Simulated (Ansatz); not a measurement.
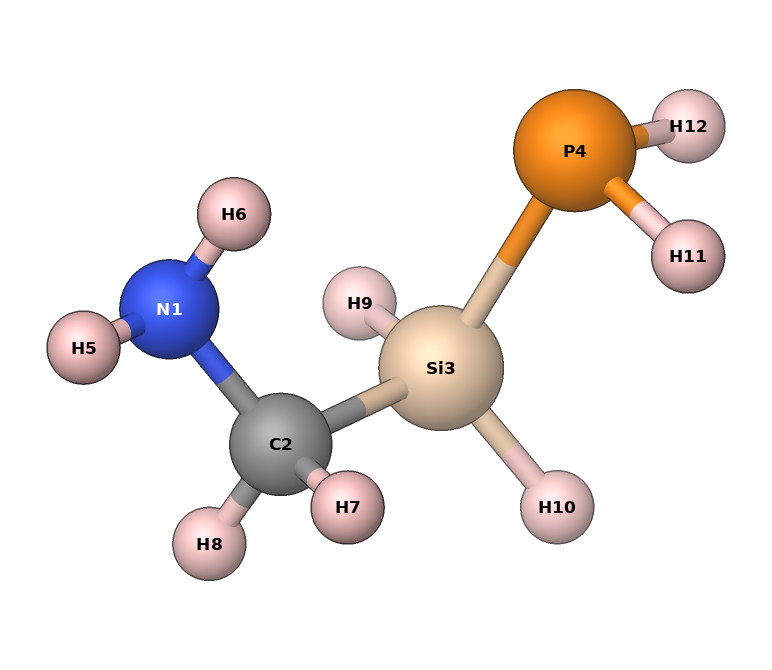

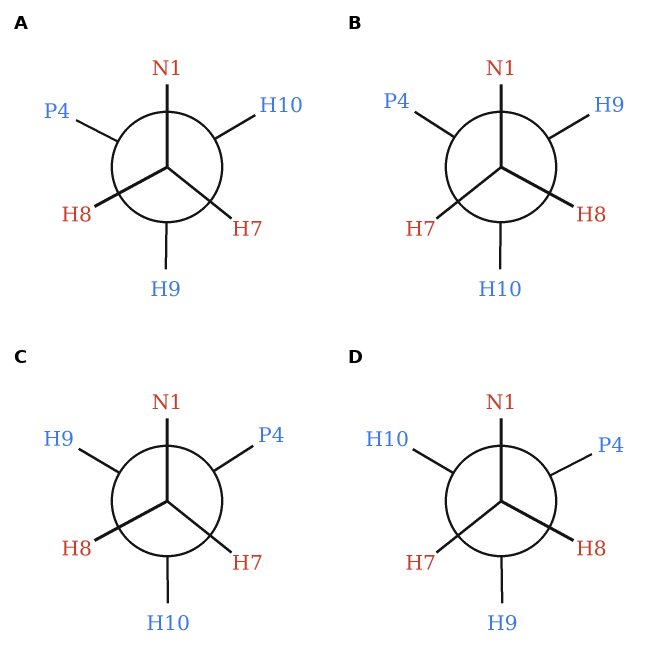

Depth is shown by fading: the farther an atom, the more it takes the colour of the background. Bonds that would overlap in a projection are set slightly apart. The geometry was computed by an optimisation with PBE-D4/def2-SVP. No frequency run is at hand to confirm it as a minimum.

**Which Newman projection shows the view along C2–Si3, with C2 in front?**

C. The torsion angle N1–C2–Si3–P4 is 57°, synclinal (gauche).
